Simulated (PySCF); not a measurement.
# H₈N₂Si₂, SMILES `N[SiH](N)[SiH3]`: electronic structure

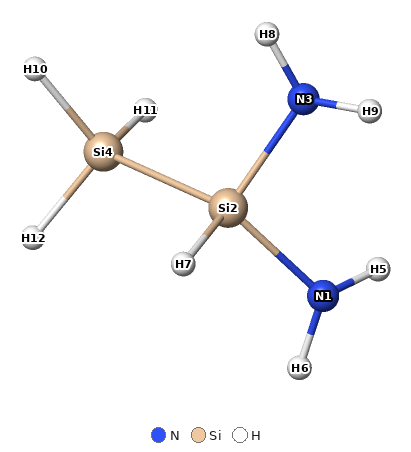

The molecule, with its atoms numbered as below. No frequency check shows the geometry to be a minimum.

Coordinates in Å:

```
N1      -1.5193    1.2272   -0.2671
Si2     -0.4797    0.0227    0.4169
N3      -1.1121   -1.4231   -0.2893
Si4      1.7668    0.0746   -0.1080
H5      -1.7045    1.1740   -1.2561
H6      -1.3626    2.1871   -0.0082
H7      -0.7512    0.1860    1.8610
H8      -0.6727   -2.2999   -0.0631
H9      -2.1133   -1.5394   -0.2950
H10      2.5077   -1.0806    0.4145
H11      2.0719    0.1241   -1.5437
H12      2.4260    1.2588    0.4606
```

## 1. Electrostatic potential

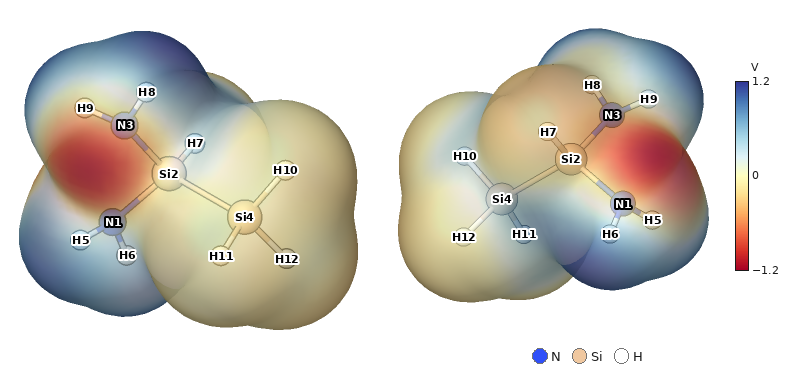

Electrostatic potential on the surface of electron density 0.001 a.u. (back view left, front view right).

Computed with PySCF, B3LYP/def2-SVP, geometry: GFN2-xTB.

> Where are the extremes of the potential on the surface?

Highest: 1.19 V, 1.3 Å from H8. Further maxima include 0.03 V, near H11 (2.00 Å), H10 (2.13 Å), H12 (2.20 Å) and Si4 (2.20 Å). Lowest: −1.16 V, 1.9 Å from N1. Further minima include −0.30 V, 1.5 Å from H12; −0.26 V, 1.6 Å from H11. The surface is sampled at points, so like sites can differ by a few per cent and only the strongest of them is named.

> What volume does the surface enclose, and what is the dipole moment?

About 135 Å³; the dipole moment is 1.1 D.

## 2. Localised orbitals

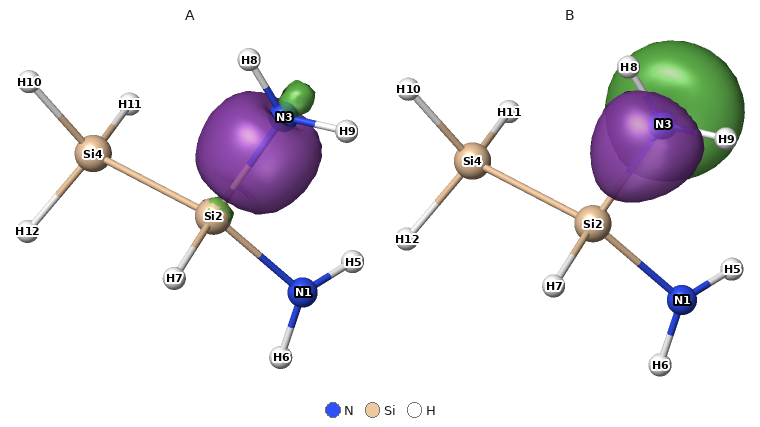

Intrinsic bond orbitals (IBO), occupied; each surface holds about 70 % of the orbital's density. Energies are diagonal elements of the Fock matrix.

Computed with PySCF, CAM-B3LYP/def2-TZVP, geometry: GFN2-xTB.

> Identify each orbital.

By panel:
- A: σ bond N3–Si2 (N3 73 %, Si2 26 %; −16.4 eV)
- B: lone pair on N3 (sp10.1-type) (N3 95 %, Si2 4 %; −9.7 eV)

## 3. Stretching a bond

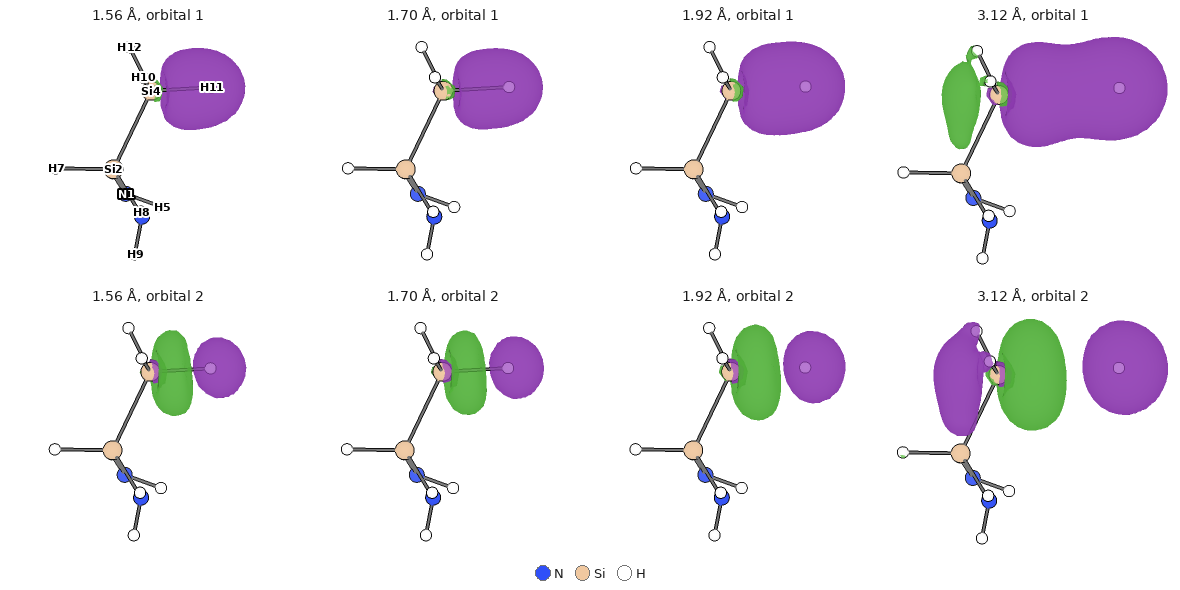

Rigid stretch of the Si4–H11 bond. The two CASSCF(2,2) natural orbitals nearest half filling (orbital 1 the more occupied).

Method: 6-31+G* basis; geometry: GFN2-xTB; program: PySCF.

> How do the occupations change along the stretch?

1.56 Å: 1.98 and 0.02; 1.70 Å: 1.97 and 0.03; 1.92 Å: 1.94 and 0.06; 3.12 Å: 1.53 and 0.47. At the longest distance computed (3.98 Å) they are 1.20 and 0.80, and the effective number of unpaired electrons is 1.8.

> Where does the UHF solution part from RHF?

Between 1.92 Å (⟨S²⟩ = 0, the two coincide) and 2.20 Å (⟨S²⟩ = 0.15); at 3.98 Å ⟨S²⟩ is 1.00 and UHF lies 3.2 eV below RHF.

> How much energy does the stretch cost?

By CASSCF, 3.5 eV from the lowest point of the scan (1.56 Å) to 3.98 Å; RHF gives 6.3 eV from its own lowest point. The fragments aren't relaxed and dynamic correlation is missing, so this isn't a bond dissociation energy.

The PySCF runs shown took 11 s, 28 s and 6.1 min on 1 thread of Arm Neoverse V2, on a shared host.
